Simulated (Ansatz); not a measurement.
# Work function of Ag(110): what the settings cost and change, part 2 of 2

Aim: the numerical settings behind the work function of Ag(110), with the cost of each.

Ansatz 0.2.0; plane-wave DFT, PBE, Ansatz PAW.

So far. Step 7 (Slab): The work function is 4.167 eV, +0.047 eV from the run “cutoff 420 eV”, at 0.13 times its CPU time.

## 8. Run

Contents of input.yaml:

```yaml
crystal:
  lattice:
    - [4.09, 0.0, 0.0]
    - [0.0, 2.8920667351, 0.0]
    - [0.0, 0.0, 26.6762002052]
  atoms:
    - { symbol: Ag, position: [0.0, 0.0, 0.3373793843] }
    - { symbol: Ag, position: [0.5, 0.5, 0.3915862562] }
    - { symbol: Ag, position: [0.0, 0.0, 0.4457931281] }
    - { symbol: Ag, position: [0.5, 0.5, 0.5] }
    - { symbol: Ag, position: [0.0, 0.0, 0.5542068719] }
    - { symbol: Ag, position: [0.5, 0.5, 0.6084137438] }
    - { symbol: Ag, position: [0.0, 0.0, 0.6626206157] }
kpoints:
  mp_grid: { grid: [7, 9, 1] }
hamiltonian:
  xc: pbe
scf:
  occupations: { method: fermi_dirac, width: 0.1 }
  convergence: { dr2_threshold: 1.0e-09 }
efield:
  axis: 3
  dipole_correction: true
  ramp_position: 0.97
  ramp_width: 0.06
output:
  write_potential: true
  write_density: true
  volumetric_format: npy
```

Run with:

```bash
> ansatz run input.yaml --threads 2 --pin off --max-ram 3072MiB --backend cpu --events-out ev --progress --plain --runs-dir out
```

Numbers of over 12 decimals in the logs are rounded to 6 here.

The log of the run:

```text
[...]
Crystal: 7 atoms, lattice volume = 315.541 Å³
Basis set: ecut = 420 eV, 6169 PW (Γ)
Bands: 80, of which v1, the nominal top of the filled ones, is band 67 counted from 1 (66 counted from 0)
Symmetry: 4 space group operations
k-points: 20 of 63
[...]
k-point 0: bands = [... 63 lower, 1.1474, 1.2521, 1.2578, 2.6623, 4.4559, 6.2710, 6.3495, 7.7626, ... 9 higher]
  k-point 1: bands = [... 63 lower, 1.1143, 1.2464, 1.3058, 2.8439, 4.7021, 6.6072, 6.8402, 7.9900, ... 9 higher]
  k-point 2: bands = [... 63 lower, 1.2165, 1.2221, 1.5332, 3.3858, 5.3755, 7.2978, 8.2555, 8.6436, ... 9 higher]
  k-point 19: bands = [... 63 lower, 3.5375, 4.5200, 4.8984, 5.9765, 6.4585, 7.7201, 7.8557, 7.9927, ... 9 higher]
[key lines of the parts left out:]
SCF converged after 9 iterations
Free energy (F): -53132.591327 eV
Fermi energy:    4.022520 eV
Dipole field:    D = 0.000000 V/Å  (p = 0.000000 e·Å, saw-weighted, corrected)
Work function:   Φ+ = 4.1178 eV   Φ− = 4.1178 eV
```

Wall time 72 s (2 threads of Arm Neoverse N1, shared host); peak memory 0.84 GiB; 2.1 min of CPU time.

The work function is 4.118 eV, -0.002 eV from the run “cutoff 420 eV”, at 0.42 times its CPU time.

## 9. Slab

Changes to input.yaml since step 8:

```diff
@@ -14,3 +14,3 @@
 kpoints:
-  mp_grid: { grid: [7, 9, 1] }
+  mp_grid: { grid: [15, 21, 1] }
 hamiltonian:
```

The log of the run:

```text
[...]
Crystal: 7 atoms, lattice volume = 315.541 Å³
Basis set: ecut = 420 eV, 6169 PW (Γ)
Bands: 80, of which v1, the nominal top of the filled ones, is band 67 counted from 1 (66 counted from 0)
Symmetry: 4 space group operations
k-points: 88 of 315
[...]
k-point 0: bands = [... 63 lower, 1.1230, 1.2295, 1.2340, 2.6474, 4.4442, 6.2442, 6.3411, 7.7683, ... 9 higher]
  k-point 1: bands = [... 63 lower, 1.1660, 1.1874, 1.2437, 2.6808, 4.4904, 6.3543, 6.3897, 7.8105, ... 9 higher]
  k-point 2: bands = [... 63 lower, 1.0996, 1.2109, 1.2729, 2.7809, 4.6263, 6.5321, 6.6688, 7.9361, ... 9 higher]
  k-point 87: bands = [... 63 lower, 4.0775, 4.3198, 5.5484, 5.9008, 7.2279, 7.6795, 7.8393, 7.9275, ... 9 higher]
[key lines of the parts left out:]
SCF converged after 9 iterations
Free energy (F): -53132.552935 eV
Fermi energy:    4.029542 eV
Dipole field:    D = -0.000000 V/Å  (p = -0.000000 e·Å, saw-weighted, corrected)
Work function:   Φ+ = 4.1261 eV   Φ− = 4.1260 eV
```

Wall time 5.2 min (2 threads); peak memory 2.1 GiB.

The work function is 4.126 eV, +0.006 eV from the run “cutoff 420 eV”, at 1.9 times its CPU time.

## 10. Run

Changes to input.yaml since step 9:

```diff
@@ -14,3 +14,3 @@
 kpoints:
-  mp_grid: { grid: [15, 21, 1] }
+  mp_grid: { grid: [10, 14, 1] }
 hamiltonian:
@@ -18,3 +18,3 @@
 scf:
-  occupations: { method: fermi_dirac, width: 0.1 }
+  occupations: { method: gaussian, width: 0.05 }
   convergence: { dr2_threshold: 1.0e-09 }
```

The log of the run:

```text
[...]
Crystal: 7 atoms, lattice volume = 315.541 Å³
Basis set: ecut = 420 eV, 6169 PW (Γ)
Bands: 80, of which v1, the nominal top of the filled ones, is band 67 counted from 1 (66 counted from 0)
Symmetry: 4 space group operations
k-points: 48 of 140
[...]
k-point 0: bands = [... 63 lower, 1.1123, 1.2276, 1.2297, 2.6439, 4.4410, 6.2428, 6.3382, 7.7694, ... 9 higher]
  k-point 1: bands = [... 63 lower, 1.1422, 1.1850, 1.2514, 2.7190, 4.5443, 6.4467, 6.4869, 7.8641, ... 9 higher]
  k-point 2: bands = [... 63 lower, 1.1065, 1.2231, 1.3207, 2.9431, 4.8415, 6.7571, 7.1503, 8.1435, ... 9 higher]
  k-point 47: bands = [... 63 lower, 4.2226, 4.2986, 5.7197, 5.9367, 7.5316, 7.6635, 7.6873, 7.9324, ... 9 higher]
[key lines of the parts left out:]
SCF converged after 9 iterations
Free energy (F): -53132.515380 eV
Fermi energy:    4.018621 eV
Dipole field:    D = 0.000000 V/Å  (p = 0.000000 e·Å, saw-weighted, corrected)
Work function:   Φ+ = 4.1407 eV   Φ− = 4.1407 eV
```

The job ended after 2.7 min (2 threads; peak memory 1.4 GiB; 4.9 min of CPU time).

The work function is 4.141 eV, +0.021 eV from the run “cutoff 420 eV”, at 0.98 times its CPU time.

## 11. Slab

Changes to input.yaml since step 10:

```diff
@@ -18,3 +18,3 @@
 scf:
-  occupations: { method: gaussian, width: 0.05 }
+  occupations: { method: methfessel_paxton, width: 0.2 }
   convergence: { dr2_threshold: 1.0e-09 }
```

The log of the run:

```text
[...]
Crystal: 7 atoms, lattice volume = 315.541 Å³
Basis set: ecut = 420 eV, 6169 PW (Γ)
Bands: 80, of which v1, the nominal top of the filled ones, is band 67 counted from 1 (66 counted from 0)
Symmetry: 4 space group operations
k-points: 48 of 140
[...]
k-point 0: bands = [... 63 lower, 1.1141, 1.2297, 1.2317, 2.6456, 4.4423, 6.2446, 6.3395, 7.7693, ... 9 higher]
  k-point 1: bands = [... 63 lower, 1.1443, 1.1870, 1.2533, 2.7207, 4.5457, 6.4480, 6.4887, 7.8640, ... 9 higher]
  k-point 2: bands = [... 63 lower, 1.1089, 1.2251, 1.3227, 2.9448, 4.8428, 6.7583, 7.1522, 8.1434, ... 9 higher]
  k-point 47: bands = [... 63 lower, 4.2255, 4.2991, 5.7224, 5.9370, 7.5349, 7.6662, 7.6886, 7.9343, ... 9 higher]
[key lines of the parts left out:]
SCF converged after 9 iterations
Free energy (F): -53132.514422 eV
Fermi energy:    4.034646 eV
Dipole field:    D = 0.000000 V/Å  (p = 0.000000 e·Å, saw-weighted, corrected)
Work function:   Φ+ = 4.1234 eV   Φ− = 4.1233 eV
```

It took 2.7 min on 2 threads; peak memory 1.4 GiB.

The work function is 4.123 eV, +0.003 eV from the run “cutoff 420 eV”, at 1.0 times its CPU time.

## 12. Run

Changes to input.yaml since step 11:

```diff
@@ -18,3 +18,3 @@
 scf:
-  occupations: { method: methfessel_paxton, width: 0.2 }
+  occupations: { method: fermi_dirac, width: 0.3 }
   convergence: { dr2_threshold: 1.0e-09 }
```

The log of the run:

```text
band count auto-derived: 89 (N_el = 133.0; filled up to band 67; 80 by the electrons, moments and atoms)
[...]
Crystal: 7 atoms, lattice volume = 315.541 Å³
Basis set: ecut = 420 eV, 6169 PW (Γ)
Bands: 89, of which v1, the nominal top of the filled ones, is band 67 counted from 1 (66 counted from 0)
Symmetry: 4 space group operations
k-points: 48 of 140
[...]
k-point 0: bands = [... 63 lower, 1.0929, 1.2020, 1.2101, 2.6242, 4.4263, 6.2212, 6.3247, 7.7608, ... 18 higher]
  k-point 1: bands = [... 63 lower, 1.1158, 1.1628, 1.2319, 2.6995, 4.5295, 6.4333, 6.4651, 7.8556, ... 18 higher]
  k-point 2: bands = [... 63 lower, 1.0795, 1.1991, 1.3015, 2.9241, 4.8265, 6.7438, 7.1279, 8.1351, ... 18 higher]
  k-point 47: bands = [... 63 lower, 4.2017, 4.2749, 5.7028, 5.9188, 7.5150, 7.6372, 7.6598, 7.9148, ... 18 higher]
[key lines of the parts left out:]
SCF converged after 8 iterations
Free energy (F): -53132.808592 eV
Fermi energy:    3.981884 eV
Dipole field:    D = 0.000000 V/Å  (p = 0.000000 e·Å, saw-weighted, corrected)
Work function:   Φ+ = 4.1924 eV   Φ− = 4.1924 eV
```

Wall time 3.2 min (2 threads); peak memory 1.5 GiB.

The work function is 4.192 eV, +0.072 eV from the run “cutoff 420 eV”, at 1.2 times its CPU time.

## 13. Slab

Changes to input.yaml since step 12:

```diff
@@ -18,3 +18,3 @@
 scf:
-  occupations: { method: fermi_dirac, width: 0.3 }
+  occupations: { method: cold, width: 0.1 }
   convergence: { dr2_threshold: 1.0e-09 }
```

The log of the run:

```text
[...]
Crystal: 7 atoms, lattice volume = 315.541 Å³
Basis set: ecut = 420 eV, 6169 PW (Γ)
Bands: 80, of which v1, the nominal top of the filled ones, is band 67 counted from 1 (66 counted from 0)
Symmetry: 4 space group operations
k-points: 48 of 140
[...]
k-point 0: bands = [... 63 lower, 1.1137, 1.2293, 1.2309, 2.6447, 4.4418, 6.2445, 6.3388, 7.7691, ... 9 higher]
  k-point 1: bands = [... 63 lower, 1.1440, 1.1866, 1.2526, 2.7199, 4.5451, 6.4472, 6.4886, 7.8638, ... 9 higher]
  k-point 2: bands = [... 63 lower, 1.1083, 1.2248, 1.3220, 2.9440, 4.8422, 6.7576, 7.1521, 8.1432, ... 9 higher]
  k-point 47: bands = [... 63 lower, 4.2242, 4.3000, 5.7209, 5.9379, 7.5327, 7.6654, 7.6891, 7.9336, ... 9 higher]
[key lines of the parts left out:]
SCF converged after 9 iterations
Free energy (F): -53132.513894 eV
Fermi energy:    4.027684 eV
Dipole field:    D = -0.000000 V/Å  (p = -0.000000 e·Å, saw-weighted, corrected)
Work function:   Φ+ = 4.1308 eV   Φ− = 4.1308 eV
```

Elapsed: 2.7 min, on 2 threads; peak memory 1.4 GiB.

The work function is 4.131 eV, +0.011 eV from the run “cutoff 420 eV”, at 1.0 times its CPU time.

## 14. Side by side

Times are for 2 threads of Arm Neoverse N1, shared host. The runs compared:

| no. | setting | work function, upper face (eV) | time | memory (GiB) |
| --- | --- | --- | --- | --- |
| 1 | cutoff 200 eV | 4.574 | 78 s | 0.62 |
| 2 | cutoff 300 eV | 4.121 | 1.9 min | 0.92 |
| 3 | cutoff 420 eV | 4.120 | 2.8 min | 1.4 |
| 4 | cutoff 600 eV | 4.120 | 4.8 min | 2.1 |
| 5 | mesh 2x2 | 3.863 | 11 s | 0.56 |
| 6 | mesh 3x5 | 4.167 | 24 s | 0.58 |
| 7 | mesh 7x9 | 4.118 | 72 s | 0.84 |
| 8 | mesh 15x21 | 4.126 | 5.2 min | 2.1 |
| 9 | Gaussian smearing 0.05 eV | 4.141 | 2.7 min | 1.4 |
| 10 | methfessel_paxton smearing 0.2 eV | 4.123 | 2.7 min | 1.4 |
| 11 | fermi_dirac smearing 0.3 eV | 4.192 | 3.2 min | 1.5 |
| 12 | cold smearing 0.1 eV | 4.131 | 2.7 min | 1.4 |

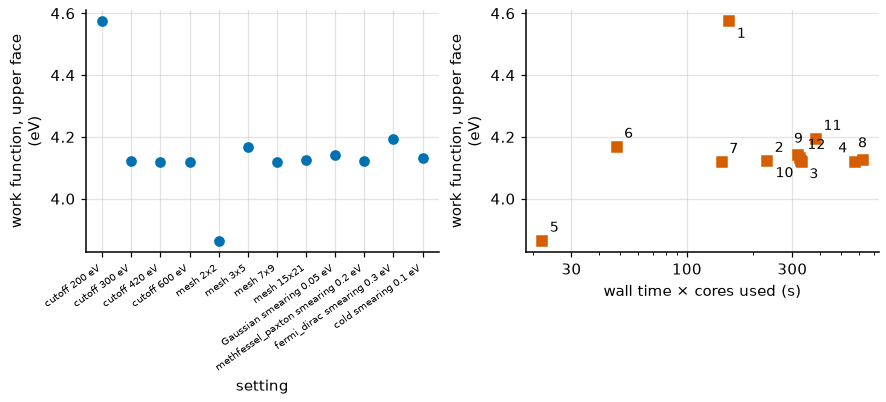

The series as plots; the last panel sets the first result against cost, with the runs numbered as in the table.

## 15. Varying the input

An input spoilt on purpose, to show how the run answers: it repeats the earlier run “cutoff 200 eV” with efield.axis from 3 to 0, and scf.max_iter set to 50; its output block differs too.

Changes to input.yaml since step 13:

```diff
@@ -18,6 +18,7 @@
 scf:
-  occupations: { method: cold, width: 0.1 }
+  occupations: { method: fermi_dirac, width: 0.1 }
   convergence: { dr2_threshold: 1.0e-09 }
+  max_iter: 50
 efield:
-  axis: 3
+  axis: 0
   dipole_correction: true
@@ -25,2 +26,4 @@
   ramp_width: 0.06
+basis:
+  ecutwfc: "200 eV"
 output:
```

The log of the run:

```text
Error: invalid value for `efield.axis`: must be in [1, 3]; got 0
```

Run time: 0.03 s. Hardware: 2 threads; peak memory 0.06 GiB.

The input was rejected at the start.

The program's message: “Error: invalid value for `efield.axis`: must be in [1, 3]; got 0”

The fault put into the input: an axis of 0, outside the range 1 to 3.

## 16. Outcome

* work function, cutoff 200 eV: 4.574 eV
* work function, cutoff 420 eV: 4.120 eV
* work function, cutoff 600 eV: 4.120 eV
* work function, mesh 2x2: 3.863 eV

The run at the highest cutoff gives 4.12 eV, and the settings tried spread the value from 3.86 to 4.57 eV. Against 600 eV, a cutoff of 200 eV is off by +0.455 eV. Against 600 eV, a cutoff of 420 eV is off by +0.000 eV. Against the finest mesh, 15 points along a, the coarser ones are off by -0.26 (2), +0.04 (3) and -0.01 (7) eV. The smearing schemes and widths spread it over 0.07 eV. The program marks the value as in doubt in “cutoff 200 eV”. The ladder's slabs use the tabulated experimental lattice constant (two decimals; a low-temperature value for the alkali metals). In 1 run of the series (cutoff 200 eV) the program warns that electrons reach the sawtooth's ramp, which makes dipole and work function less sure.

Comparison with the measured values:

```
                                               quantity  measured    cutoff 600 eV
work function (clean (110) face, a compiled value) (eV)       4.1  4.12 (+0.02 eV)
```

Measured values from arxiv:1902.07811 (2019).

**Verdict.** The work function is off by +0.02 eV: good agreement. The grades are ours: good and fair within 3 and 7 % for the work function. No cell relaxation is part of this session.

[Logs are printed without paths, hosts, clocks, repeated set-up lines and the standing remarks that a program may print on its own settings, such as how far it seeks lower states.]

[Hosts, paths, dates, database ids (printed as entryN), source tags and the programs' standing remarks are cut or masked in the printed files.]

[Maps of the electrostatic potential energy from Ansatz leave out the sawtooth potential of an applied field or a dipole correction, so their vacuum need not be flat; planar profiles and work functions include it.]
